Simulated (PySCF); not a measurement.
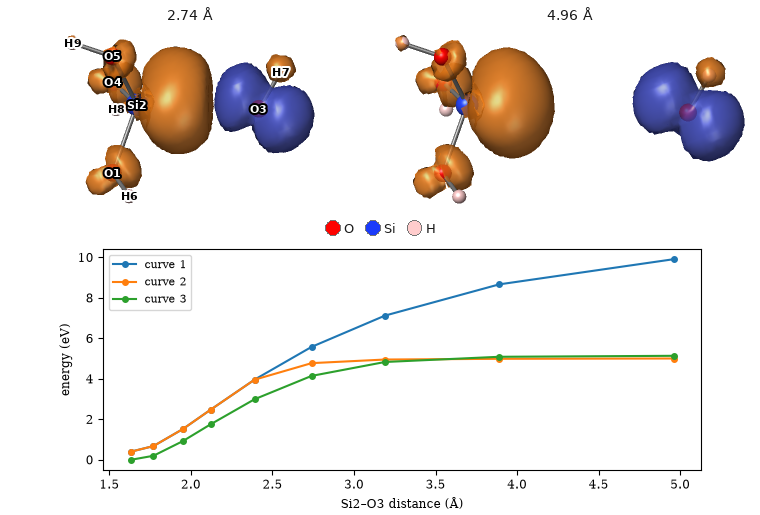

Figure. H4O4Si, SMILES `O[Si](O)(O)O`. Rigid stretch of the Si2–O3 bond. Broken-symmetry UHF spin density at ±0.03 e/Å³ (orange: α, blue: β). Below: energies along the scan, from the lowest point of the three curves.

PySCF calculation, 6-31+G* basis, gas phase; geometry: GFN2-xTB. No frequency check shows the geometry to be a minimum.

Coordinates in Å:

```
O1       1.2087    0.6497   -0.8701
Si2      0.0002   -0.0001   -0.0003
O3       0.6499   -1.2083    0.8699
O4      -0.6500    1.2084    0.8699
O5      -1.2088   -0.6496   -0.8701
H6       1.8242    0.0635   -1.2997
H7       0.0633   -1.8206    1.3036
H8      -0.0634    1.8206    1.3036
H9      -1.8243   -0.0634   -1.2997
```

### How does the broken-symmetry solution share the spin, and how far is it from a pure singlet?

At 4.96 Å excess α spin lies mostly on Si2 and excess β on O3; the two could be swapped at no cost. ⟨S²⟩ is 0.78 at 2.74 Å and 1.01 at 4.96 Å, against 0 for a pure singlet and 1 for an equal mix of singlet and triplet.

### Which curve is which method?

Curve 1 is RHF. Curve 2 is UHF. Curve 3 is CASSCF(2,2). RHF rises too steeply because it keeps both electrons in one orbital and so mixes in ionic fragments.

### Where does the UHF solution part from RHF?

Between 2.12 Å (⟨S²⟩ = 0, the two coincide) and 2.39 Å (⟨S²⟩ = 0.06); at 4.96 Å ⟨S²⟩ is 1.01 and UHF lies 4.9 eV below RHF.
